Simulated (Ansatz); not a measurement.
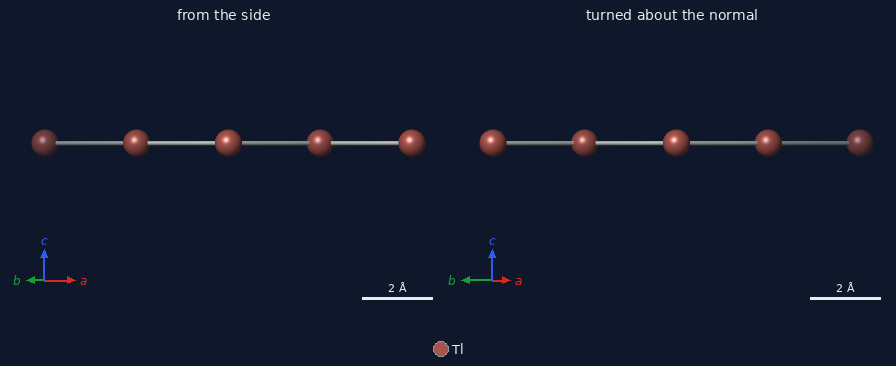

A ball-and-stick picture of a periodic sheet, seen from the side and turned about the normal. The surface normal points up in side views; the vacuum is left out. 2×2 cells are drawn in the plane, with atoms at the edges repeated.

The cell holds 2 Tl.

Question: What is the slab's thickness, atom centre to atom centre?

Answer: About 0.0 Å from the lowest to the highest atom.

Question: How are the atoms coordinated and connected?

Answer: Tl is surrounded by three Tl in a trigonal planar arrangement at about 3.0 Å. The bonds build Tl layers parallel to the surface.

Its origin is a structure type filled with this element by a generator (whether the element takes this form wasn't checked). The final geometry of a relaxation with Ansatz 0.2.0, DFT PBE, scalar-relativistic, plane waves, PAW is shown.
